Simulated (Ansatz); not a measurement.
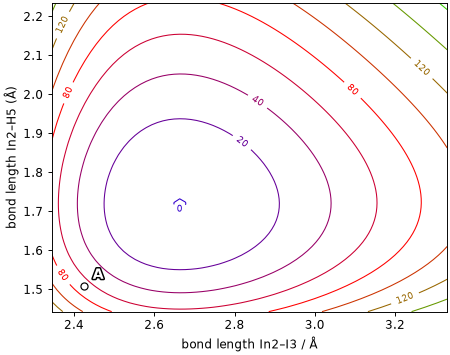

H2IInO, SMILES [OH][InH][I]. Coordinates scanned: (1) bond length In2–I3; (2) bond length In2–H5. Nothing is relaxed (all other coordinates rigid). Grid: 13 × 13 points. Points are written as (first, second). Energies: kJ/mol, counted from the lowest grid point. Level of theory: Ansatz, RKS PBE-D4/def2-TZVP.

Drawn: contour lines labelled in kJ/mol, the point A. Between grid points the surface is interpolated.

Question: Which way does the force act at A, and how strong is it?

Answer: A, at (2.426 Å, 1.509 Å), is not a stationary point. The computed force is 340 kJ/mol for each Å towards larger values of bond length In2–I3 and 370 kJ/mol for each Å towards larger values of bond length In2–H5.
